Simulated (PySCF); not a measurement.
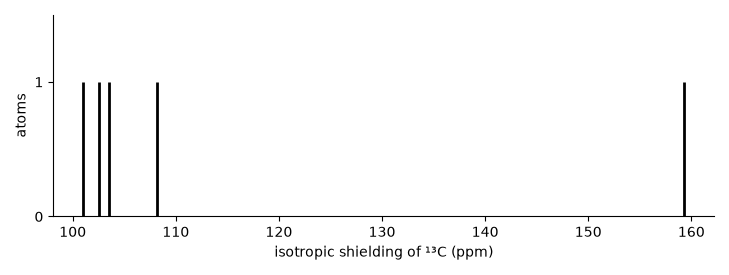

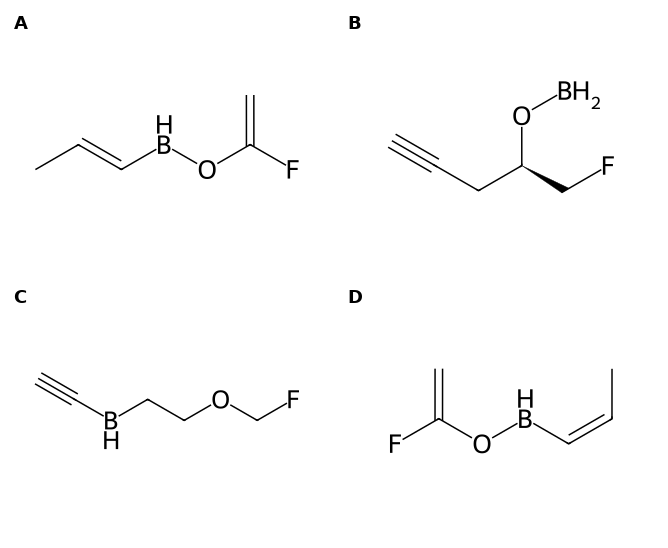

The sticks are computed shieldings of one of the molecules, for one fixed geometry (GFN2-xTB) without averaging over rotations. Low shielding means a high chemical shift. Method: GIAO PBE0/pcSseg-1 NMR shielding, non-relativistic, gas phase (PySCF 2.14.0).

Match the spectrum to a structure.

B, `BO[C@@H](CF)CC#C`. Its 5 C atoms give lines at 101.0, 102.5, 103.5, 108.2, 159.3 ppm.

The geometry is semi-empirical. Around B such bond lengths and angles can be off by a tenth of an ångström or more and by several degrees, and values that hang on the shape move with them.
